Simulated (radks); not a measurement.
## Atomic calculation, with input and output: Ne⁸⁺

System: the neon ion Ne⁸⁺ in the configuration 1s2.
Method: scalar-relativistic Kohn-Sham, LDA (Slater exchange, Perdew-Wang correlation), spin-unpolarised, spherical densities, finite nucleus (the in-house radial solver radks).

### Input
```
Z 10
configuration [He]
relativity scalar-relativistic
functional lda,pw
spin unpolarised
nucleus finite rms 3.0055 fm
c 137.035999084
response adiabatic LDA kernel
```

Energies in input and log are in hartree, lengths in bohr (the nuclear radius in fm).

### Log
```
1s      1   2.0000         -41.52929890
Etot -93.3323686989078
Ekin 93.42281719783166
Encl -193.40825270179067
Eh 12.010853879391682
Exc -5.357787074340475
err 9.182899220193813e-10
it 12
```

### Orbitals

| orbital | occupation | energy (eV) | ⟨r⟩ (bohr) | outer maximum (bohr) |
| --- | --- | --- | --- | --- |
| 1s | 2 | −1130.1 | 0.1566 | 0.103 |

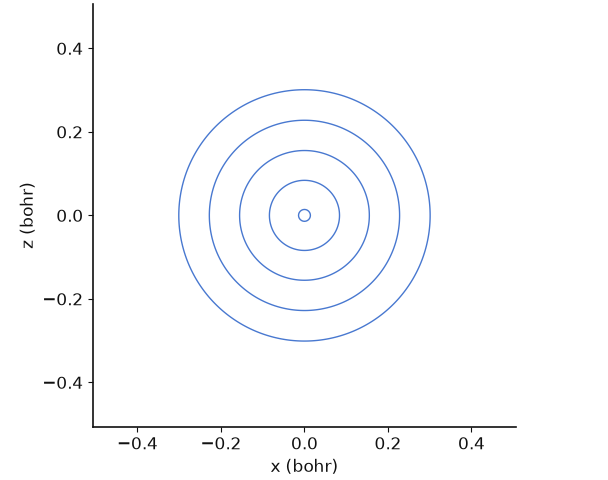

Fig. 1: The 1s orbital. In the xz plane through the nucleus, contours of ψ are drawn, solid for positive and dashed for negative values, each about twice the one before. The radial function comes from the spherical calculation and is multiplied by a real spherical harmonic; the overall sign is chosen so that the largest lobe of P(r) is positive; at the scalar-relativistic level it is the large component. It has no angular node and no radial node. The maximum of P² lies at 0.103 bohr, ⟨r⟩ = 0.157 bohr, 90 % of the charge lies within 0.279 bohr, and the eigenvalue is −1130 eV, with 2 electrons in the shell.

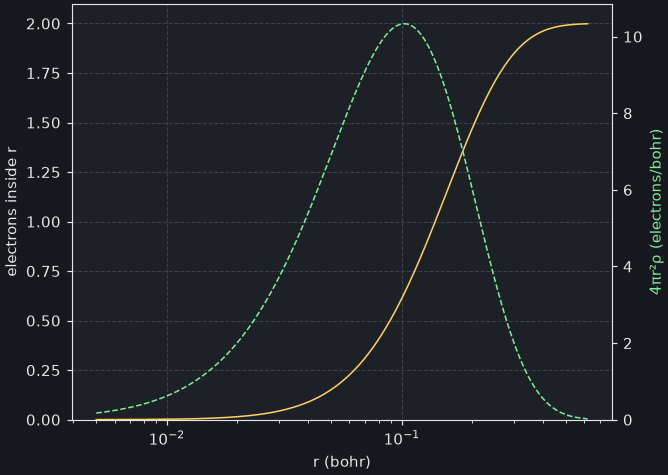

Fig. 2: The number of electrons inside radius r (solid) and the radial density 4πr²ρ (dashed). The count levels off at 2 electrons. Half of them lie within 0.139 bohr, 90 % within 0.279 bohr and 99 % within 0.444 bohr. The radial density has a single maximum, so no shell boundary shows.

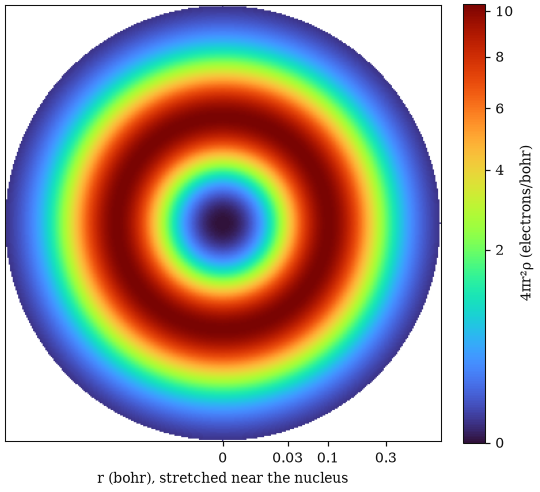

Fig. 3: The radial density 4πr²ρ as a disc about the nucleus, with the radius drawn as r to the power 0.4. There is one bright ring, at r = 0.102 bohr.

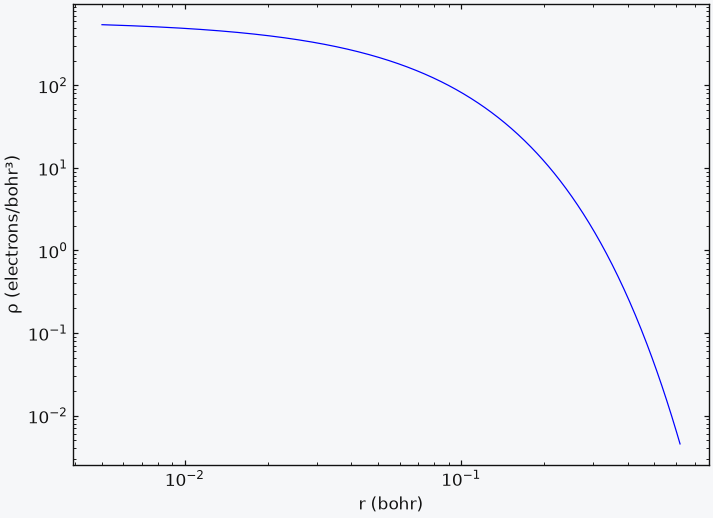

Fig. 4: The electron density ρ(r) on a logarithmic scale. The density falls from 540 electrons/bohr³ at the inner end (r = 0.0050 bohr) to 0.001 at r = 0.701 bohr, a common measure of the size of an atom or ion. The highest occupied orbital, 1s (⟨r⟩ = 0.157 bohr, −1130 eV), is also the most diffuse and sets the fall-off far out: over the last part drawn ln ρ falls by 19 per bohr, against 2√(−2ε) = 18 for the pure exponential.

### Results in brief

- outcome: converged
- total energy: −93.332369 hartree
- kinetic energy: 93.422817 hartree
- electron–nucleus energy: −193.408253 hartree
- Hartree energy: 12.010854 hartree
- exchange–correlation energy: −5.357787 hartree
- radius at density 0.001 e/bohr³: 0.70 bohr
- SCF iterations: 12
- hardware: 1 CPU thread, shared host
